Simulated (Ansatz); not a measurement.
**GaNH4O: molecular dynamics (part 3 of 3)**

GaNH4O; RHF/def2-SVP (Ansatz 0.2.0). It belongs to a series of runs on one base structure; here: dynamics from the start.

The program's output, continued:
```
md step   241: t =    60.25 fs  T =   121.8 K  F+E_penalty+E_count = -55907.96036808 eV  E_kin = 0.078731 eV  conserved = -55907.88163721 eV  (25 SCF iters)
md step   242: t =    60.50 fs  T =   127.0 K  F+E_penalty+E_count = -55907.96369493 eV  E_kin = 0.082048 eV  conserved = -55907.88164694 eV  (25 SCF iters)
md step   243: t =    60.75 fs  T =   131.7 K  F+E_penalty+E_count = -55907.96679003 eV  E_kin = 0.085134 eV  conserved = -55907.88165562 eV  (26 SCF iters)
md step   244: t =    61.00 fs  T =   135.9 K  F+E_penalty+E_count = -55907.96951329 eV  E_kin = 0.087851 eV  conserved = -55907.88166265 eV  (26 SCF iters)
md step   245: t =    61.25 fs  T =   139.4 K  F+E_penalty+E_count = -55907.97175111 eV  E_kin = 0.090083 eV  conserved = -55907.88166764 eV  (25 SCF iters)
md step   246: t =    61.50 fs  T =   142.0 K  F+E_penalty+E_count = -55907.97342304 eV  E_kin = 0.091753 eV  conserved = -55907.88167033 eV  (26 SCF iters)
md step   247: t =    61.75 fs  T =   143.6 K  F+E_penalty+E_count = -55907.97448600 eV  E_kin = 0.092815 eV  conserved = -55907.88167055 eV  (25 SCF iters)
md step   248: t =    62.00 fs  T =   144.3 K  F+E_penalty+E_count = -55907.97493702 eV  E_kin = 0.093269 eV  conserved = -55907.88166831 eV  (25 SCF iters)
md step   249: t =    62.25 fs  T =   144.1 K  F+E_penalty+E_count = -55907.97481396 eV  E_kin = 0.093150 eV  conserved = -55907.88166358 eV  (25 SCF iters)
these checks for a lower state are left out or cut short: starts, cluster_reference, orbital_swaps, neighbouring_geometries, increment
856 factors; integrals over basis functions are off by at most 4.8e-4 eV
mean field -55907.97419476 eV, -2054.5801558714 hartree, gradient 1.4e-5 eV, S^2 0.000000; 0 other end points of the search recorded, 0 dependent functions left out
the calculation of the forces begins
reference -55907.97419476 eV, -2054.5801558714 hartree; 25, 25 occupied and 55, 55 virtual orbitals, 856 factors
856 factors; integrals over basis functions are off by at most 4.8e-4 eV
mean field evaluation 1632: about -55907.9437 eV, gradient 2.7e0 eV
mean field -55907.97419476 eV, -2054.5801558714 hartree, gradient 1.4e-5 eV, S^2 0.000000; 1 other end points of the search recorded, 0 dependent functions left out
the calculation of the forces begins
reference -55907.97419476 eV, -2054.5801558714 hartree; 25, 25 occupied and 55, 55 virtual orbitals, 856 factors
md step   250: t =    62.50 fs  T =   143.2 K  F+E_penalty+E_count = -55907.97419476 eV  E_kin = 0.092538 eV  conserved = -55907.88165662 eV  (34 SCF iters)
```

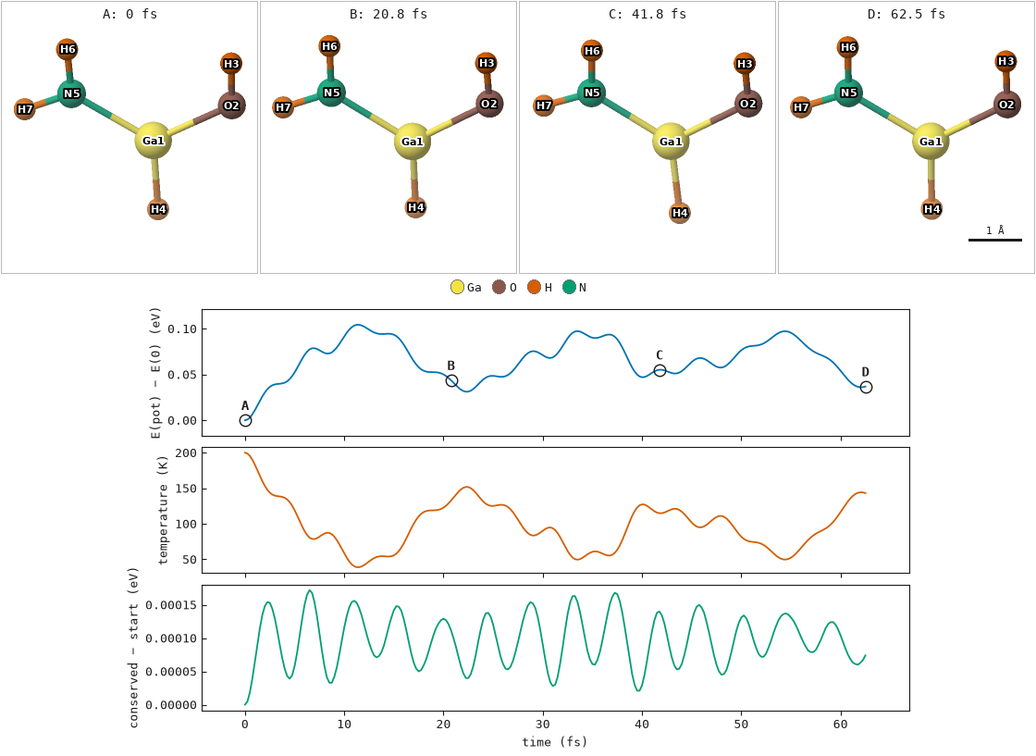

*Frames of the molecular dynamics (ball-and-stick, seen at a tilt) above the curves, on which the letters mark them.*

The trajectory kept here has 251 frames over 62.5 fs. The temperature starts at 200 K, ranges from 39 to 200 K and averages 90 K over the second half. The potential energy ends 0.037 eV above its first value. The conserved quantity stays within 0.00017 eV. After an unweighted best fit of the last frame on the first, the root-mean-square displacement is 0.04 Å.

```
Total energy: -55907.97419476 eV, -2054.5801558714 hartree
Atom 0 at    -0.024011     0.055921    -0.046426 Å, force    -0.879618     0.025976    -0.660002 eV/Å
Atom 1 at    -0.090619    -0.263923     1.685639 Å, force     0.391953     0.017198     0.228600 eV/Å
Atom 2 at    -0.908918    -0.393209     2.125770 Å, force    -0.249286    -0.059739     0.115997 eV/Å
Atom 3 at     1.290963     0.370860    -0.792782 Å, force     0.208937    -0.000793     0.026570 eV/Å
Atom 4 at    -1.647017     0.002910    -0.921358 Å, force     0.116452    -0.090397     0.740398 eV/Å
Atom 5 at    -2.520868    -0.172841    -0.431300 Å, force     0.577366     0.151521    -0.613355 eV/Å
Atom 6 at    -1.765148     0.169791    -1.902870 Å, force    -0.165805    -0.043766     0.161792 eV/Å
Dipole moment:    -0.375001     0.014096    -0.204769 e Å
```

Trajectory as extended XYZ (Å, eV, eV/Å), 13 of the 251 frames kept, from step=0 to step=250:
```
7
Properties=species:S:1:pos:R:3:forces:R:3 step=0 time_fs=0.0 energy=-55908.01099 temperature=200.0
Ga   -0.0390    0.0543   -0.0472   -0.0093  -0.0028   0.0085
O    -0.0562   -0.2616    1.7015    0.0046   0.0033  -0.0032
H    -0.8638   -0.4385    2.1547    0.0000  -0.0023   0.0000
H     1.3261    0.3501   -0.7325   -0.0008  -0.0001  -0.0012
N    -1.6219    0.0130   -0.9346    0.0037   0.0000   0.0036
H    -2.5117   -0.1778   -0.5180    0.0036   0.0019  -0.0017
H    -1.7156    0.1792   -1.9168   -0.0018  -0.0001  -0.0060
7
Properties=species:S:1:pos:R:3:forces:R:3 step=21 time_fs=5.2 energy=-55907.95392 temperature=111.8
Ga   -0.0320    0.0514   -0.0416   -0.1691   0.4155  -1.2786
O    -0.0686   -0.2576    1.6879    0.5094   0.0045   0.1716
H    -0.8693   -0.4366    2.1351   -0.4503  -0.1173   0.2596
H     1.2991    0.4440   -0.8127   -0.2925  -0.2133   0.3610
N    -1.6383    0.0154   -0.9452    1.1686  -0.0010   0.5736
H    -2.4729   -0.1581   -0.4405   -0.6609  -0.0893  -0.0635
H    -1.7758    0.1648   -1.9225   -0.1052   0.0008  -0.0238
7
Properties=species:S:1:pos:R:3:forces:R:3 step=42 time_fs=10.5 energy=-55907.91203 temperature=47.1
Ga   -0.0260    0.0499   -0.0403   -1.0442   0.3911  -1.3105
O    -0.0787   -0.2548    1.6805   -0.3531  -0.2617   0.9121
H    -0.8964   -0.4436    2.1279    0.4371   0.0794  -0.2472
H     1.2226    0.4913   -0.8163    0.4724  -0.0632   0.0105
N    -1.6413    0.0166   -0.9440   -0.5934  -0.2673   1.0329
H    -2.5060   -0.1428   -0.4186    0.7895   0.1203  -0.6501
H    -1.8522    0.1487   -1.9184    0.2917   0.0013   0.2523
7
Properties=species:S:1:pos:R:3:forces:R:3 step=62 time_fs=15.5 energy=-55907.92144 temperature=61.7
Ga   -0.0236    0.0500   -0.0438   -0.8960   0.4345  -1.0528
O    -0.0883   -0.2547    1.6837    0.2278  -0.1103   0.4235
H    -0.9034   -0.4514    2.1101   -0.1082  -0.0482   0.0569
H     1.2397    0.5142   -0.8048    0.2774  -0.1412   0.0802
N    -1.6432    0.0148   -0.9289    0.9795   0.0089   0.0926
H    -2.4946   -0.1274   -0.4626   -0.9222  -0.2545   0.7696
H    -1.8616    0.1391   -1.8924    0.4417   0.1108  -0.3700
7
Properties=species:S:1:pos:R:3:forces:R:3 step=83 time_fs=20.8 energy=-55907.96729 temperature=132.6
Ga   -0.0242    0.0516   -0.0511   -0.1349   0.4262  -0.3784
O    -0.0960   -0.2567    1.6944    0.5296   0.0369  -0.1317
H    -0.9159   -0.4660    2.0948   -0.3682  -0.1089   0.1962
H     1.3171    0.4997   -0.7687   -0.3408  -0.2852   0.2605
N    -1.6402    0.0113   -0.9073   -0.4754  -0.1219   0.1247
H    -2.5318   -0.1410   -0.4362    0.7810   0.0951  -0.4753
H    -1.7688    0.1474   -1.8983    0.0086  -0.0422   0.4040
7
Properties=species:S:1:pos:R:3:forces:R:3 step=104 time_fs=26.0 energy=-55907.96349 temperature=126.6
Ga   -0.0257    0.0548   -0.0597   -0.3181  -0.0104   0.9259
O    -0.1002   -0.2595    1.7056   -0.3773  -0.1268  -0.0855
H    -0.9422   -0.4879    2.0891    0.5305   0.1439  -0.2089
H     1.3342    0.4206   -0.6802    0.1870  -0.0175  -0.1908
N    -1.6353    0.0068   -0.8846    0.7181   0.0423  -0.0486
H    -2.5150   -0.1569   -0.4497   -0.2645  -0.0426  -0.0764
H    -1.6770    0.1542   -1.8668   -0.4757   0.0112  -0.3157
7
Properties=species:S:1:pos:R:3:forces:R:3 step=125 time_fs=31.2 energy=-55907.94058 temperature=91.1
Ga   -0.0280    0.0579   -0.0650    0.3294  -0.2272   1.5684
O    -0.1040   -0.2625    1.7124    0.2174   0.1064  -0.6098
H    -0.9372   -0.5016    2.0790   -0.0967  -0.0097   0.0976
H     1.3824    0.3309   -0.6310    0.0331   0.0572  -0.2441
N    -1.6218    0.0031   -0.8667   -0.0842   0.1937  -1.2903
H    -2.5215   -0.1766   -0.4885   -0.2673  -0.0904   0.3585
H    -1.6898    0.1564   -1.8571   -0.1317  -0.0299   0.1196
7
Properties=species:S:1:pos:R:3:forces:R:3 step=146 time_fs=36.5 energy=-55907.91751 temperature=55.6
Ga   -0.0290    0.0603   -0.0646    1.0584  -0.3062   1.3382
O    -0.1058   -0.2643    1.7102    0.4425   0.2003  -0.6820
H    -0.9303   -0.5095    2.0815   -0.3380  -0.0639   0.1965
H     1.4299    0.2555   -0.6404   -0.5010   0.0659  -0.0317
N    -1.6141    0.0016   -0.8676   -1.7817  -0.0929  -0.8111
H    -2.5305   -0.2067   -0.4700    0.9910   0.1837  -0.0200
H    -1.7426    0.1563   -1.8502    0.1288   0.0131   0.0100
7
Properties=species:S:1:pos:R:3:forces:R:3 step=167 time_fs=41.8 energy=-55907.95582 temperature=114.8
Ga   -0.0267    0.0615   -0.0593    0.0204  -0.4075   0.6946
O    -0.1052   -0.2643    1.6994   -0.4323  -0.0912   0.0649
H    -0.9339   -0.5111    2.0995    0.5099   0.2011  -0.2313
H     1.3776    0.2007   -0.6685    0.1967   0.1983  -0.2078
N    -1.6258    0.0008   -0.8860    0.8780   0.2466  -0.3316
H    -2.4491   -0.2232   -0.4007   -0.9707  -0.1674   0.3477
H    -1.7741    0.1600   -1.8546   -0.2019   0.0200  -0.3366
7
Properties=species:S:1:pos:R:3:forces:R:3 step=188 time_fs=47.0 energy=-55907.94914 temperature=104.4
Ga   -0.0240    0.0612   -0.0514   -0.2732  -0.2961  -0.4278
O    -0.1049   -0.2638    1.6864    0.2417   0.0467   0.1526
H    -0.9117   -0.4924    2.1105   -0.1641   0.0031   0.0751
H     1.3552    0.1943   -0.7417    0.1048   0.1775  -0.0063
N    -1.6352    0.0019   -0.9081   -0.1689  -0.0523   0.4017
H    -2.4424   -0.2365   -0.3394    0.2733   0.2483  -0.7740
H    -1.8436    0.1595   -1.8836   -0.0137  -0.1271   0.5787
7
Properties=species:S:1:pos:R:3:forces:R:3 step=208 time_fs=52.0 energy=-55907.92820 temperature=72.0
Ga   -0.0223    0.0598   -0.0453   -0.1774  -0.1073  -1.3779
O    -0.1027   -0.2631    1.6771    0.3991   0.0225   0.4137
H    -0.9018   -0.4662    2.1230   -0.2900  -0.0335   0.1134
H     1.3545    0.2302   -0.8108   -0.3473   0.0725   0.3504
N    -1.6405    0.0030   -0.9218    0.3224  -0.0820   0.9208
H    -2.4551   -0.2179   -0.3884   -0.2090  -0.0231   0.1713
H    -1.9190    0.1449   -1.8616    0.3022   0.1510  -0.5916
7
Properties=species:S:1:pos:R:3:forces:R:3 step=229 time_fs=57.2 energy=-55907.93568 temperature=83.6
Ga   -0.0215    0.0580   -0.0437   -0.9560  -0.0601  -1.1780
O    -0.0972   -0.2629    1.6758   -0.3458  -0.1703   0.9514
H    -0.9129   -0.4333    2.1359    0.4734   0.1161  -0.3312
H     1.2926    0.2896   -0.8101    0.3027   0.0924   0.0289
N    -1.6443    0.0031   -0.9247    0.0625   0.0518  -0.0180
H    -2.4871   -0.1945   -0.4271   -0.1347  -0.0539   0.2773
H    -1.9045    0.1506   -1.8881    0.5978   0.0240   0.2695
7
Properties=species:S:1:pos:R:3:forces:R:3 step=250 time_fs=62.5 energy=-55907.97420 temperature=143.2
Ga   -0.0240    0.0559   -0.0464   -0.8796   0.0260  -0.6600
O    -0.0906   -0.2639    1.6856    0.3920   0.0172   0.2286
H    -0.9089   -0.3932    2.1258   -0.2493  -0.0597   0.1160
H     1.2910    0.3709   -0.7928    0.2089  -0.0008   0.0266
N    -1.6470    0.0029   -0.9214    0.1165  -0.0904   0.7404
H    -2.5209   -0.1728   -0.4313    0.5774   0.1515  -0.6134
H    -1.7651    0.1698   -1.9029   -0.1658  -0.0438   0.1618
```

This output came from the following input.

Input file:
```yaml
crystal:
  periodic: [false, false, false]
  atoms:
    - { symbol: Ga, position_ang: [-0.038978, 0.054254, -0.047246] }
    - { symbol: O, position_ang: [-0.056152, -0.261645, 1.701511] }
    - { symbol: H, position_ang: [-0.863758, -0.438511, 2.154675] }
    - { symbol: H, position_ang: [1.326126, 0.350055, -0.732456] }
    - { symbol: "N", position_ang: [-1.621885, 0.013044, -0.934585] }
    - { symbol: H, position_ang: [-2.51171, -0.177785, -0.517994] }
    - { symbol: H, position_ang: [-1.715643, 0.179188, -1.916805] }
basis:
  gaussian: { orbitals: def2-SVP }
hamiltonian:
  xc: hf
md:
  timestep: 0.25
  n_steps: 250
  ensemble: nve
  temperature: 200.0
  initial_velocities: maxwell_boltzmann
  seed: 651659
```

Launch command:
```bash
ansatz run input.yaml --threads 1 --pin off --max-ram 2048MiB --backend cpu --events-out ev --progress --plain --runs-dir out
```

Results in brief:

- outcome: finished
- mean temperature over the second half: 90 K
- trajectory: 250 steps, 62.5 fs
- ensemble: nve
- temperature in the input: 200.0 K
- time step: 0.25 fs
- potential energy (last step): −55907.9742 eV
- mean-field energy (last step): −55907.9742 eV
- largest force (length of the vector) (last step): 1.100 eV/Å
- hardware: 1 thread of AMD EPYC (Zen 5), 24 GiB of memory available, shared host
- wall time: 2.2 min
- peak memory: 0.16 GiB

Remarks:

So short a trajectory is not equilibrated.
